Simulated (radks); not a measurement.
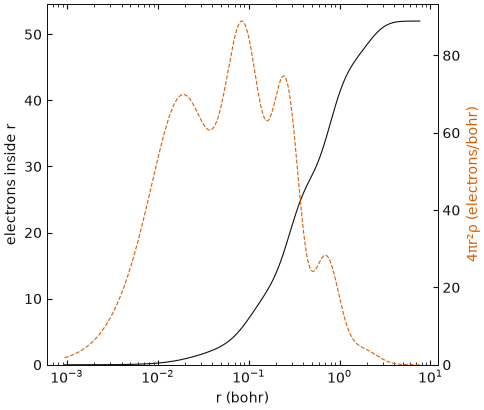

I⁺ (Z = 53, 52 electrons) in the configuration [Kr] 4d10 5s1 5p5 (5p1/2: 2, 5p3/2: 3). Computed with the in-house radial solver radks: Dirac Kohn-Sham, PBE, spin-unpolarised, spherical densities, finite nucleus.

The plot shows the number of electrons inside radius r (solid) and the radial density 4πr²ρ (dashed).

Question: Describe it and give its main numbers.

Answer: The count levels off at 52 electrons. Half of them lie within 0.401 bohr, 90 % within 1.63 bohr and 99 % within 3.40 bohr. The radial density has minima at 0.0373, 0.160 and 0.510 bohr, where the count stands at 2.0, 11.2 and 29.0; these part the shells that the density resolves.
